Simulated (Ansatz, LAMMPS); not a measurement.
# Site preference of As in place of Si in amorphous 46SiO2-54Al2O3 (mol %) (114 atoms), part 3 of 5

Aim: make As in place of Si at several sites of amorphous 46SiO2-54Al2O3 (mol %) (114 atoms), relax each, and compare their energies.

Ansatz 0.2.0; Kohn-Sham DFT, PBE, PAW (set soft_2), plane waves.

The cell: 13 Si, 30 Al and 71 O. The quench rate of 50 K/ps far exceeds what a furnace or splat quench reaches. The network of bonds at the start is that of the classical potential that made the cell. The Brillouin zone is sampled at Γ only, in a cell whose shortest periodic width is 11 Å.

So far. Step 3 (Relaxation): The relaxation converged after 21 steps, 4.45 eV below its start, with a largest force component of 0.020 eV/Å. Step 5 (As on a site of Si, site Si1): The relaxation converged after 12 steps, 2.68 eV below its start, with a largest force component of 0.049 eV/Å.

### Step 6. As on a site of Si, site Si7

The site has 5 bonded neighbours (O5) at 1.75 Å on average. 

Contents of input.yaml:

```yaml
crystal:
  lattice:
    - [11.2458, 0.0, 0.0]
    - [0.0, 11.2458, 0.0]
    - [0.0, 0.0, 11.2458]
  atoms:
    [... atom lines 1 to 3 left out ...]
    - { symbol: Si, position: [0.58135, 0.6943, 0.5118] }
    - { symbol: Si, position: [0.23144, 0.05406, 0.69338] }
    - { symbol: Si, position: [0.00634, 0.20191, 0.9223] }
    - { symbol: As, position: [0.81555, 0.00066, 0.21053], spin: 0.6 }
    - { symbol: Si, position: [0.54666, 0.92369, 0.13634] }
    - { symbol: Si, position: [0.85805, 0.62399, 0.50432] }
    - { symbol: Si, position: [0.27804, 0.64299, 0.17483] }
    [... atom lines 11 to 114 left out ...]
magnetization:
  spin_polarized: true
kpoints:
  mp_grid: { grid: [1, 1, 1] }
hamiltonian:
  xc: pbe
scf:
  occupations: { method: fermi_dirac, width: 0.025 }
  lower_state_search: "off"
output:
  forces: true
  eigenvalues: true
relax:
  f_tol: 0.05
  max_steps: 90
```

Run with:

```bash
$ ansatz run input.yaml --threads 4 --pin off --max-ram 8192MiB --backend cpu --events-out ev --progress --plain --runs-dir out
```

Numbers of over 12 decimals in the logs are rounded to 6 here.

The log of the run:

```text
[...]
Crystal: 114 atoms, lattice volume = 1422.234 Å³
Basis set: ecut = 420 eV, 27825 PW (Γ), exchange–correlation on 160×160×160 points (8 copies of the dense FFT grid, shifted against one another)
Bands: 406, of which v1, the nominal top of the filled ones, is band 290 counted from 1 (289 counted from 0)
Symmetry: 1 space group operations
[...]
k-points: 1
[...]
Starting moments: Σ|m| = 3.6 μB on 6 of 114 sites
[...]
SCF iter   1: F=—  HF=-69093.302775 eV  |F-HF|=—  |Δ(HF+E_count)|=         —  Δρ=6.45e-2 (↑6.02e-2 ↓6.45e-2)  dr2=2.22e2  dr2_m=1.38e0  M=1.000 μB ∫|m|=1.211 μB  β_m=0.30  ethr=3.10e-3  ⟨swp⟩=5.5  Hψ=3453  notcnv=0  defer=118
[...]
SCF iter   3: F=—  HF=-69030.359385 eV  |F-HF|=—  |Δ(HF+E_count)|=    1.09e1  Δρ=1.69e-2 (↑1.65e-2 ↓1.69e-2)  dr2=7.70e0  dr2_m=4.29e-1  M=0.993 μB ∫|m|=1.124 μB  β_m=0.30  ethr=3.10e-3  ⟨swp⟩=4.0  Hψ=1200  notcnv=0  defer=214
[...]
SCF iter   7: F=—  HF=-69029.843750 eV  |F-HF|=—  |Δ(HF+E_count)|=   4.22e-2  Δρ=1.66e-3 (↑1.66e-3 ↓1.64e-3)  dr2=2.87e-3  dr2_m=3.49e-2  M=0.992 μB ∫|m|=1.081 μB  β_m=0.30  ethr=4.70e-6  ⟨swp⟩=2.0  Hψ=1252  notcnv=0  defer=220
[...]
SCF iter  12: F=-69029.862459 eV  HF=-69029.862458 eV  |F-HF|=8.60e-7  |Δ(HF+E_count)|=   8.91e-6  Δρ=8.10e-6 (↑8.10e-6 ↓6.06e-6)  dr2=2.39e-6  dr2_m=2.51e-7  M=0.993 μB ∫|m|=1.072 μB  ethr=3.03e-9  ⟨swp⟩=3.0  Hψ=2768  notcnv=0
SCF 1 converged in 12 iterations: F = -69029.862459 eV  dr2 = 2.39e-6
[...]
relax step   1: F+E_penalty+E_count = -69029.86245864 eV  Δ(F+E_penalty+E_count) = +0.000e0 eV  max|allowed force component| = 3.295e0 eV/Å  Δτ_max = 0.0000 Å  (12 SCF iters, dr2 threshold 6.25e-5 eV, accepted)
[... from here on, the SCF cycles and remarks between the steps are left out ...]
relax step   2: F+E_penalty+E_count = -69030.88477773 eV  Δ(F+E_penalty+E_count) = -1.022e0 eV  max|allowed force component| = 2.553e0 eV/Å  Δτ_max = 0.0881 Å  (7 SCF iters, dr2 threshold 1.00e-4 eV, accepted)
relax step   3: F+E_penalty+E_count = -69031.64803963 eV  Δ(F+E_penalty+E_count) = -7.633e-1 eV  max|allowed force component| = 4.627e-1 eV/Å  Δτ_max = 0.1957 Å  (7 SCF iters, dr2 threshold 1.00e-4 eV, accepted)
relax step   4: F+E_penalty+E_count = -69031.72097610 eV  Δ(F+E_penalty+E_count) = -7.294e-2 eV  max|allowed force component| = 2.806e-1 eV/Å  Δτ_max = 0.0443 Å  (6 SCF iters, dr2 threshold 1.34e-5 eV, accepted)
relax step   5: F+E_penalty+E_count = -69031.81521129 eV  Δ(F+E_penalty+E_count) = -9.424e-2 eV  max|allowed force component| = 1.952e-1 eV/Å  Δτ_max = 0.1315 Å  (8 SCF iters, dr2 threshold 4.92e-6 eV, accepted)
relax step   6: F+E_penalty+E_count = -69031.84236768 eV  Δ(F+E_penalty+E_count) = -2.716e-2 eV  max|allowed force component| = 2.852e-1 eV/Å  Δτ_max = 0.2000 Å  (7 SCF iters, dr2 threshold 1.40e-5 eV, accepted)
relax step   7: F+E_penalty+E_count = -69031.80604219 eV  Δ(F+E_penalty+E_count) = +3.633e-2 eV  max|allowed force component| = 4.954e-1 eV/Å  Δτ_max = 0.2000 Å  (7 SCF iters, dr2 threshold 3.93e-5 eV, rejected (line search))
relax step   8: F+E_penalty+E_count = -69031.87819063 eV  Δ(F+E_penalty+E_count) = -3.582e-2 eV  max|allowed force component| = 1.037e-1 eV/Å  Δτ_max = 0.0670 Å  (10 SCF iters, accepted)
relax step   9: F+E_penalty+E_count = -69031.88301383 eV  Δ(F+E_penalty+E_count) = -4.823e-3 eV  max|allowed force component| = 6.380e-2 eV/Å  Δτ_max = 0.0188 Å  (9 SCF iters, accepted)
relax step  10: F+E_penalty+E_count = -69031.88244415 eV  Δ(F+E_penalty+E_count) = +5.697e-4 eV  max|allowed force component| = 9.995e-2 eV/Å  Δτ_max = 0.0173 Å  (9 SCF iters, rejected (line search))
relax step  11: F+E_penalty+E_count = -69031.88475480 eV  Δ(F+E_penalty+E_count) = -1.741e-3 eV  max|allowed force component| = 4.198e-2 eV/Å  Δτ_max = 0.0084 Å  (9 SCF iters, accepted)
SCF converged after 9 iterations
Magnetization: 1.0000 μB (290.0000 up, 289.0000 down)
Absolute magnetization: 1.0747 μB (∫|ρ↑−ρ↓|, with the PAW one-centre terms)
[...]
Per-site moments (μB) at R_I (Å): [(5.248227576615351e-5, 0.653929), (-1.8244859222784376e-5, 0.661846), (4.20944891974646e-5, 0.662732), (3.1261541425295253e-6, 0.663355), (5.050675833225385e-6, 0.656382), [...]
Free energy (F): -69031.884755 eV
[...]
Internal energy: -69031.884751 eV  (E = F + TS)
E sigma→0 (E₀):  -69031.884753 eV
Entropy (-TS):   -0.000004 eV (-0.000 meV/atom)
Fermi energy:    4.654300 eV
[...]
Σ components = -69031.884755   (vs F -69031.884755, Δ=0.00e0)
--- Forces (eV/Å), atoms counted from 1 ---
  atom   1  Si     0.00559763    -0.00188642     0.00190214
  atom   2  Si    -0.00203742    -0.00697673    -0.00288061
  atom   3  Si    -0.00144522    -0.00244794     0.00347181
  atom   4  Si    -0.00454377     0.00135140     0.01008011
[...]
atom 114  O     -0.00127833    -0.00621651     0.00057218
  max |Σ_I F_I| component: 1.11e-4 eV/Å
--- Band table (eV) ---
[...]
--- Relaxed structure (11 steps of the walk, 9 accepted, 0 SCFs on fresh bases) ---
  F+E_penalty+E_count = -69031.88475480 eV   max|allowed force component| = 4.198e-2 eV/Å
  atoms:
    - { symbol: Si, position: [0.059539, 0.666413, 0.032081] }
    - { symbol: Si, position: [1.000863, 0.389289, 0.437507] }
    - { symbol: Si, position: [0.518777, 0.663714, 0.041493] }
    - { symbol: Si, position: [0.582224, 0.692375, 0.511267] }
[...]
- { symbol: O, position: [0.286538, 0.108983, 0.820975] }
```

Elapsed: 12 min, on 4 threads of Intel Xeon at 2.50GHz (Skylake/Cascade Lake), shared host; peak memory 3.2 GiB; 44 min of CPU time.

The relaxation converged after 11 steps, 2.02 eV below its start, with a largest force component of 0.042 eV/Å.

Local excerpt of 10 atoms (numbers count through the whole input) about the As atom, after relaxation; x, y, z are measured from there.

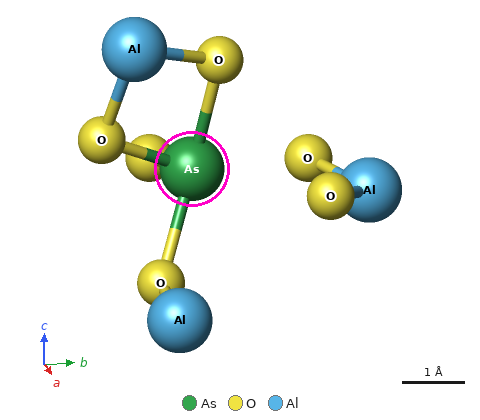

The atoms of the table, within 3.3 Å (arrows a, b, c point along x, y, z); some may hide others; the central atom is ringed.

```csv
atom,x,y,z,distance (Å),bonds,moment (μB)
As7,0.00,0.00,0.00,0.00,5,0.11
O75,-1.69,-0.38,-0.26,1.75,2,0.03
O59,0.58,-1.62,0.73,1.87,3,0.06
O87,0.81,-0.68,-1.69,1.99,3,0.14
O51,0.44,0.37,1.94,2.03,3,0.12
O60,-0.52,2.04,-0.07,2.11,3,0.16
Al19,1.13,2.73,-0.20,2.96,4,0.00
Al40,1.28,-1.21,2.43,3.00,5,0.00
O74,2.55,1.81,0.13,3.13,2,0.01
Al27,2.62,-0.72,-1.83,3.28,4,0.00
```

The column of bonds counts only the pairs O-Al within 2.27 Å, O-Si within 2.16 Å, O-As within 2.26 Å; other neighbours, such as metal atoms beside each other in a compound, aren't counted, and periodic images can show an atom twice.

The largest move is 0.48 Å, by O89.

### Step 7. As on a site of Si, site Si10

The site has 4 bonded neighbours (O4) at 1.66 Å on average. 

input.yaml, the sections that differ from step 6:

```yaml
crystal:
  lattice:
    - [11.2458, 0.0, 0.0]
    - [0.0, 11.2458, 0.0]
    - [0.0, 0.0, 11.2458]
  atoms:
    [... atom lines 1 to 6 left out ...]
    - { symbol: Si, position: [0.81555, 0.00066, 0.21053] }
    - { symbol: Si, position: [0.54666, 0.92369, 0.13634] }
    - { symbol: Si, position: [0.85805, 0.62399, 0.50432] }
    - { symbol: As, position: [0.27804, 0.64299, 0.17483], spin: 0.6 }
    - { symbol: Si, position: [0.19724, 0.13051, 0.19822] }
    - { symbol: Si, position: [0.70409, 0.50335, 0.17144] }
    - { symbol: Si, position: [0.69609, 0.70233, 0.84004] }
    [... atom lines 14 to 114 left out ...]
# magnetization, kpoints, hamiltonian, scf, output, relax: as in step 6
```

The log of the run:

```text
[...]
Crystal: 114 atoms, lattice volume = 1422.234 Å³
Basis set: ecut = 420 eV, 27825 PW (Γ), exchange–correlation on 160×160×160 points (8 copies of the dense FFT grid, shifted against one another)
Bands: 405, of which v1, the nominal top of the filled ones, is band 290 counted from 1 (289 counted from 0)
Symmetry: 1 space group operations
[...]
k-points: 1
[...]
Starting moments: Σ|m| = 3 μB on 5 of 114 sites
[...]
SCF iter   1: F=—  HF=-69092.532867 eV  |F-HF|=—  |Δ(HF+E_count)|=         —  Δρ=6.40e-2 (↑6.05e-2 ↓6.40e-2)  dr2=2.21e2  dr2_m=1.20e0  M=0.998 μB ∫|m|=1.108 μB  β_m=0.30  ethr=3.10e-3  ⟨swp⟩=6.0  Hψ=3604  notcnv=0  defer=58
[...]
SCF iter   3: F=—  HF=-69029.794653 eV  |F-HF|=—  |Δ(HF+E_count)|=    1.09e1  Δρ=1.70e-2 (↑1.64e-2 ↓1.70e-2)  dr2=7.59e0  dr2_m=3.72e-1  M=0.961 μB ∫|m|=1.039 μB  β_m=0.30  ethr=3.10e-3  ⟨swp⟩=2.0  Hψ=1417  notcnv=0  defer=217
[...]
SCF iter   7: F=—  HF=-69029.267370 eV  |F-HF|=—  |Δ(HF+E_count)|=   4.28e-2  Δρ=1.52e-3 (↑1.50e-3 ↓1.52e-3)  dr2=3.01e-3  dr2_m=2.91e-2  M=0.969 μB ∫|m|=1.033 μB  β_m=0.30  ethr=4.92e-6  ⟨swp⟩=2.5  Hψ=1025  notcnv=0  defer=222
[...]
SCF iter  12: F=-69029.283142 eV  HF=-69029.283143 eV  |F-HF|=9.42e-7  |Δ(HF+E_count)|=   4.79e-6  Δρ=7.41e-6 (↑7.41e-6 ↓7.39e-6)  dr2=3.10e-6  dr2_m=7.59e-9  M=0.975 μB ∫|m|=1.046 μB  ethr=1.98e-9  ⟨swp⟩=3.0  Hψ=2671  notcnv=0
SCF 1 converged in 12 iterations: F = -69029.283142 eV  dr2 = 3.10e-6
[...]
relax step   1: F+E_penalty+E_count = -69029.28314246 eV  Δ(F+E_penalty+E_count) = +0.000e0 eV  max|allowed force component| = 3.660e0 eV/Å  Δτ_max = 0.0000 Å  (12 SCF iters, dr2 threshold 6.25e-5 eV, accepted)
[... from here on, the SCF cycles and remarks between the steps are left out ...]
relax step   2: F+E_penalty+E_count = -69030.30497222 eV  Δ(F+E_penalty+E_count) = -1.022e0 eV  max|allowed force component| = 2.906e0 eV/Å  Δτ_max = 0.0837 Å  (6 SCF iters, dr2 threshold 1.00e-4 eV, accepted)
relax step   3: F+E_penalty+E_count = -69031.35181147 eV  Δ(F+E_penalty+E_count) = -1.047e0 eV  max|allowed force component| = 1.496e0 eV/Å  Δτ_max = 0.1948 Å  (7 SCF iters, dr2 threshold 1.00e-4 eV, accepted)
relax step   4: F+E_penalty+E_count = -69031.56038466 eV  Δ(F+E_penalty+E_count) = -2.086e-1 eV  max|allowed force component| = 8.675e-1 eV/Å  Δτ_max = 0.1415 Å  (7 SCF iters, dr2 threshold 1.00e-4 eV, accepted)
relax step   5: F+E_penalty+E_count = -69031.62559712 eV  Δ(F+E_penalty+E_count) = -6.521e-2 eV  max|allowed force component| = 1.332e0 eV/Å  Δτ_max = 0.2000 Å  (7 SCF iters, dr2 threshold 1.00e-4 eV, accepted)
relax step   6: F+E_penalty+E_count = -69031.76704370 eV  Δ(F+E_penalty+E_count) = -1.414e-1 eV  max|allowed force component| = 2.333e-1 eV/Å  Δτ_max = 0.0649 Å  (6 SCF iters, dr2 threshold 1.00e-4 eV, accepted)
relax step   7: F+E_penalty+E_count = -69031.78168403 eV  Δ(F+E_penalty+E_count) = -1.464e-2 eV  max|allowed force component| = 1.102e-1 eV/Å  Δτ_max = 0.0174 Å  (6 SCF iters, dr2 threshold 3.40e-6 eV, accepted)
relax step   8: F+E_penalty+E_count = -69031.80343151 eV  Δ(F+E_penalty+E_count) = -2.175e-2 eV  max|allowed force component| = 2.540e-1 eV/Å  Δτ_max = 0.0595 Å  (9 SCF iters, accepted)
relax step   9: F+E_penalty+E_count = -69031.81486434 eV  Δ(F+E_penalty+E_count) = -1.143e-2 eV  max|allowed force component| = 9.965e-2 eV/Å  Δτ_max = 0.0455 Å  (6 SCF iters, dr2 threshold 1.44e-5 eV, accepted)
relax step  10: F+E_penalty+E_count = -69031.77388612 eV  Δ(F+E_penalty+E_count) = +4.098e-2 eV  max|allowed force component| = 2.328e-1 eV/Å  Δτ_max = 0.2000 Å  (11 SCF iters, rejected (line search))
relax step  11: F+E_penalty+E_count = -69031.82032530 eV  Δ(F+E_penalty+E_count) = -5.461e-3 eV  max|allowed force component| = 5.691e-2 eV/Å  Δτ_max = 0.0427 Å  (10 SCF iters, accepted)
relax step  12: F+E_penalty+E_count = -69031.82151180 eV  Δ(F+E_penalty+E_count) = -1.187e-3 eV  max|allowed force component| = 9.693e-2 eV/Å  Δτ_max = 0.0284 Å  (9 SCF iters, accepted)
relax step  13: F+E_penalty+E_count = -69031.82237902 eV  Δ(F+E_penalty+E_count) = -8.672e-4 eV  max|allowed force component| = 5.633e-2 eV/Å  Δτ_max = 0.0152 Å  (6 SCF iters, dr2 threshold 3.06e-6 eV, accepted)
relax step  14: F+E_penalty+E_count = -69031.82284834 eV  Δ(F+E_penalty+E_count) = -4.693e-4 eV  max|allowed force component| = 3.381e-2 eV/Å  Δτ_max = 0.0060 Å  (7 SCF iters, accepted)
SCF converged after 7 iterations
Magnetization: 1.0000 μB (290.0000 up, 289.0000 down)
Absolute magnetization: 1.0810 μB (∫|ρ↑−ρ↓|, with the PAW one-centre terms)
[...]
Per-site moments (μB) at R_I (Å): [(0.00235042, 0.654654), (-1.1696781810458813e-5, 0.664011), (0.000366243, 0.668176), (-5.632626968696719e-6, 0.663138), (2.9087446855159667e-5, 0.656653), [...]
Free energy (F): -69031.822848 eV
[...]
Internal energy: -69031.822847 eV  (E = F + TS)
E sigma→0 (E₀):  -69031.822848 eV
Entropy (-TS):   -0.000001 eV (-0.000 meV/atom)
Fermi energy:    4.489747 eV
[...]
Σ components = -69031.822848   (vs F -69031.822848, Δ=0.00e0)
--- Forces (eV/Å), atoms counted from 1 ---
  atom   1  Si    -0.00271879     0.00740033    -0.01154814
  atom   2  Si    -0.01013689    -0.00465238     0.00538402
  atom   3  Si    -0.00884366     0.00275769    -0.00213302
  atom   4  Si     0.00150607     0.00299171    -0.00484210
[...]
atom 114  O     -0.00311960    -0.00424935    -0.00417405
  max |Σ_I F_I| component: 7.49e-5 eV/Å
--- Band table (eV) ---
[...]
--- Relaxed structure (14 steps of the walk, 13 accepted, 0 SCFs on fresh bases) ---
  F+E_penalty+E_count = -69031.82284834 eV   max|allowed force component| = 3.381e-2 eV/Å
  atoms:
    - { symbol: Si, position: [0.056086, 0.680781, 0.024665] }
    - { symbol: Si, position: [0.997434, 0.386427, 0.434198] }
    - { symbol: Si, position: [0.529623, 0.670111, 0.035251] }
    - { symbol: Si, position: [0.583280, 0.692562, 0.517200] }
[...]
- { symbol: O, position: [0.282866, 0.106638, 0.827909] }
```

Run time: 16 min. Hardware: 4 threads; peak memory 3.2 GiB; 52 min of CPU time.

The relaxation converged after 14 steps, 2.54 eV below its start, with a largest force component of 0.034 eV/Å.

### Step 8. As on a site of Si, site Si4

The site has 4 bonded neighbours (O4) at 1.64 Å on average. 

Input and log are left out; they have the form of those shown for this kind of step.

The job ended after 20 min (4 threads of Intel Xeon at 2.50GHz (Skylake/Cascade Lake), shared host; peak memory 3.3 GiB).

The relaxation converged after 15 steps, 2.38 eV below its start, with a largest force component of 0.023 eV/Å.

The surroundings of the As atom, after relaxation, nearest first, numbered as they follow in the input and with coordinates relative to it.

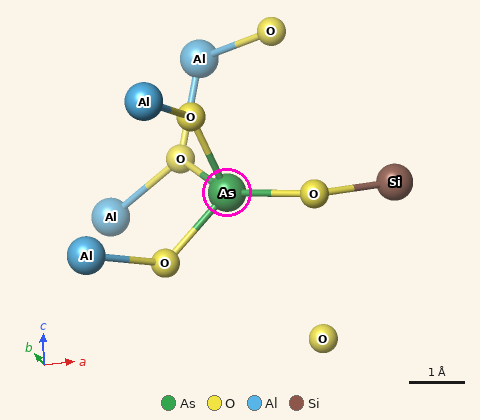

The atoms of the table, within 3.3 Å (arrows a, b, c point along x, y, z); some may hide others; the central atom is ringed.

```csv
atom,x,y,z,distance (Å),bonds,moment (μB)
As4,0.00,0.00,0.00,0.00,4,0.10
O46,-0.70,-0.26,1.57,1.74,2,0.02
O56,-1.28,-0.38,-1.12,1.74,2,0.06
O64,1.33,-1.31,0.21,1.88,2,0.21
O83,-0.41,1.93,0.16,1.98,3,0.17
Al42,0.10,2.42,1.88,3.06,4,0.00
Si9,2.92,-0.94,0.19,3.07,4,0.00
O96,1.18,1.16,2.64,3.11,2,0.00
Al32,-2.89,-0.95,-0.68,3.11,4,0.00
O71,1.53,-0.85,-2.67,3.20,2,0.00
Al36,-1.83,-1.40,2.26,3.23,4,0.00
Al35,-1.57,2.67,-1.03,3.27,4,0.00
```

The column of bonds counts only the pairs O-Al within 2.27 Å, O-Si within 2.16 Å, O-As within 2.26 Å; other neighbours, such as metal atoms beside each other in a compound, aren't counted, and periodic images can show an atom twice.

The largest move is 0.82 Å, by O64.

### Step 9. As on a site of Si, site Si6

The site has 4 bonded neighbours (O4) at 1.65 Å on average. 

Input and log are left out; they have the form of those shown for this kind of step.

Wall time 15 min (4 threads of Intel Xeon at 2.50GHz (Skylake/Cascade Lake), shared host); peak memory 3.2 GiB; 40 min of CPU time.

The relaxation converged after 10 steps, 1.57 eV below its start, with a largest force component of 0.048 eV/Å.

[end of part 3 of 5]

[Logs are printed without paths, hosts, clocks, repeated set-up lines and the standing remarks that a program may print on its own settings, such as how far it seeks lower states.]

[Hosts, paths, dates, database ids (printed as entryN), source tags and the programs' standing remarks are cut or masked in the printed files.]
